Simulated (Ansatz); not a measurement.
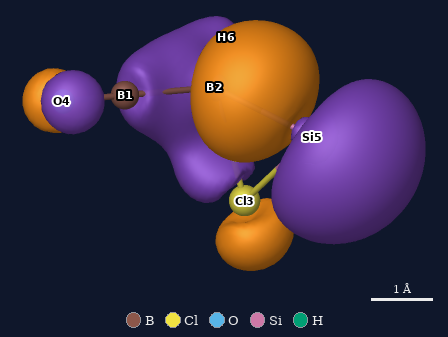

*B$_{2}$ClHOSi. One frontier orbital at ±0.1 Å⁻³ᐟ² (orange and purple are the two phases), seen at a tilt.*

Geometry: PBE0-D3(BJ)/def2-SVP.

Level of theory: isolated molecule in a Gaussian basis; Kohn-Sham density functional theory, functional PBE0 (Ansatz).

The calculation's input:

```
crystal:
  periodic: [false, false, false]
  atoms:
    - {symbol: B, position_ang: [0.524186, -0.651587, 1.114740]}
    - {symbol: B, position_ang: [0.182299, 0.466826, -0.072803]}
    - {symbol: Cl, position_ang: [-1.144441, -0.393468, -1.430737]}
    - {symbol: O, position_ang: [0.825109, -1.478918, 1.941545]}
    - {symbol: Si, position_ang: [0.932382, 0.240620, -1.886334]}
    - {symbol: H, position_ang: [-0.248985, 1.561526, 0.207537]}
basis:
  gaussian: {orbitals: def2-TZVPD}
output: {forces: true, orbitals: {seedname: orbitals}}
hamiltonian: {xc: pbe0}
```

Command:

```sh
ansatz run input.yaml --threads 1 --pin off --max-ram 2610MiB --events-out events.jsonl --progress --plain --runs-dir runs
```

**Which orbital is it: HOMO or LUMO?**

The HOMO, at −7.43 eV. By Hirshfeld shares it lies mainly on Si5 (about 55 %), B2 (about 25 %) and Cl3 (about 10 %).
